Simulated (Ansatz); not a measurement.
# BH2O (SMILES B[O]): U-revPBE/STO-3G

Aim: the electronic atomisation energy of BH2O at U-revPBE/STO-3G, from 4 runs. 

The results are computed with Ansatz 0.2.0.

55 further runs of the same task are left out: 55 set aside as unsound or not needed.

### 1 The molecule

The species is BH2O (4 atoms), meant as a doublet with charge 0. As SMILES, `B[O]`. Geometry: relaxed at PBE0-D4/def2-TZVP.

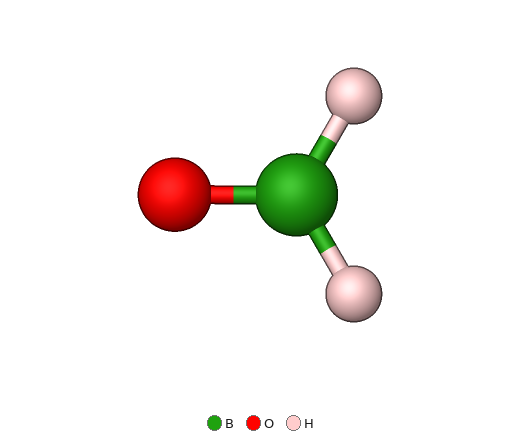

The structure, seen from a chosen angle (boron green, oxygen red, hydrogen pink).

### 2 The energy at U-revPBE/STO-3G

File input.yaml:

```yaml
basis:
  gaussian: {orbitals: STO-3G}
crystal:
  periodic: [false, false, false]
  atoms:
    - {symbol: B, position_ang: [-0.001100, -0.010300, -0.015100]}
    - {symbol: O, position_ang: [1.025300, -0.340800, 0.676900]}
    - {symbol: H, position_ang: [-1.052600, -0.587700, 0.151600]}
    - {symbol: H, position_ang: [0.083900, 0.878500, -0.833600]}
magnetization: {spin_polarized: true, initial_magnetization: 1}
hamiltonian: {xc: {name: revPBE}}
accuracy: high
```

Started as:

```bash
$ ansatz run input.yaml --threads 1 --pin off --max-ram 2610MiB --events-out events.jsonl --progress --plain --runs-dir runs
```

Output:

```text
Warning: RAYON_NUM_THREADS=1 ignored (pool sized by the plan → 1); use --threads N
Functional definition: revPBE
  name "revPBE"
  parameter kappa = 1.245
  parameter beta = 0.06672455060314922
  exchange = pbe_x(kappa = kappa, mu = beta*pi^2/3)
  correlation = pbe_c(beta = beta)
187 factors; integrals over basis functions are off by at most 2.1e-8 eV
mean field evaluation 1: about -2717.8056 eV, gradient 3.8e0 eV
mean field evaluation 2: about -2717.8421 eV, gradient 3.4e0 eV
mean field evaluation 4: about -2717.9096 eV, gradient 6.5e-1 eV
mean field evaluation 8: about -2717.8634 eV, gradient 2.0e-3 eV
mean field evaluation 16: about -2717.8634 eV, gradient 2.8e-7 eV
mean field -2717.86340952 eV, -99.8796380660 hartree, gradient 2.9e-8 eV, S^2 0.755229; 0 other end points of the search recorded, 0 dependent functions left out
reference -2717.86341125 eV, -99.8796381294 hartree; 8, 7 occupied and 4, 5 virtual orbitals, 187 factors
Total energy: -2717.86341125 eV, -99.8796381294 hartree
```

It took 0.8 s on 1 thread of Arm Neoverse V2, shared host; peak memory 0.1 GiB.

### 3 The B atom

File input.yaml:

```yaml
basis:
  gaussian: {orbitals: STO-3G}
crystal:
  periodic: [false, false, false]
  atoms:
    - {symbol: B, position_ang: [0.000000, 0.000000, 0.000000]}
accuracy: high
hamiltonian: {xc: {name: revPBE}}
magnetization: {spin_polarized: true, initial_magnetization: 1}
```

Run the same way, it converges to -24.26814 Eh (log not shown).

### 4 The H atom, same level

File in.yaml:

```yaml
basis:
  gaussian: {orbitals: STO-3G}
crystal:
  periodic: [false, false, false]
  atoms:
    - {symbol: H, position_ang: [0.000000, 0.000000, 0.000000]}
magnetization: {spin_polarized: true, initial_magnetization: 1}
hamiltonian: {xc: {name: revPBE}}
accuracy: high
```

Run the same way, it converges to -0.47010 Eh (log not shown).

### 5 The O atom, same level

File run.yaml:

```yaml
crystal:
  periodic: [false, false, false]
  atoms:
    - {symbol: O, position_ang: [0.000000, 0.000000, 0.000000]}
basis:
  gaussian:
    orbitals: STO-3G
magnetization:
  spin_polarized: true
  initial_magnetization: 2
hamiltonian:
  xc: {name: revPBE}
accuracy: high
```

Run the same way, it converges to -74.01699 Eh (log not shown).

### 6 Results

Level: U-revPBE/STO-3G.

| quantity | value |
| --- | --- |
| molecule: total energy | -99.87964 Eh |
| molecule: ⟨S²⟩ | 0.755 |
| B atom: total energy | -24.26814 Eh |
| B atom: ⟨S²⟩ | 0.750 |
| H atom: total energy | -0.47010 Eh |
| H atom: ⟨S²⟩ | 0.750 |
| O atom: total energy | -74.01699 Eh |
| O atom: ⟨S²⟩ | 2.000 |
| electronic atomisation energy | 17.805 eV |

What this shows: Taking the molecule apart into free atoms costs 17.80 eV (411 kcal/mol), before zero-point energy and without spin-orbit coupling. In a minimal basis such a difference can be off by several eV, whatever the method.
